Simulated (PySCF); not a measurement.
Molecule: In(H)(Br)(OH), H2BrInO, SMILES [OH][InH][Br]. Atoms near the plane z = 1.5 Å, at the PBE0/def2-SVP optimised geometry (x, y, z in Å): In1 (-0.7, -0.5, 0.0), H2 (-1.7, -1.8, 0.0), Br3 (-1.5, 1.8, 0.0), O4 (1.3, -0.5, 0.0), H5 (1.7, -1.4, 0.0).

Level of theory: PBE0/def2-TZVP, def2 effective core potentials past Kr run with PySCF 2.14.0. The core electrons that the potentials of In replace are not part of the density. The values are rescaled to run from 0 to 1.

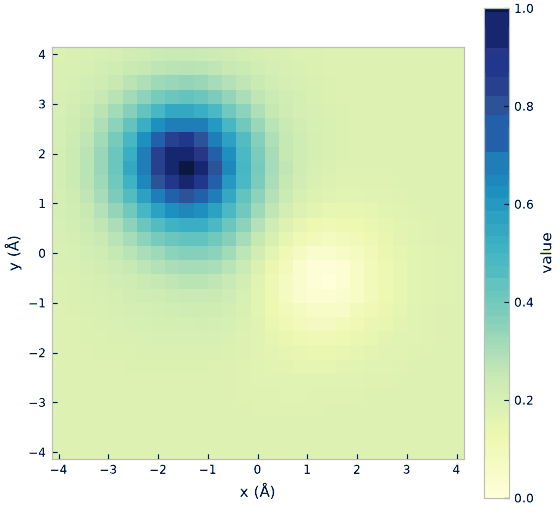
Figure: a field on the plane z = 1.5 Å.

Q: Which quantity is mapped?
A. an orbital amplitude
B. log10 of the electron density
C. electrostatic potential
D. Laplacian of the electron density

A: A, an orbital amplitude. In full: HOMO−1 amplitude (bohr^(-3/2)).
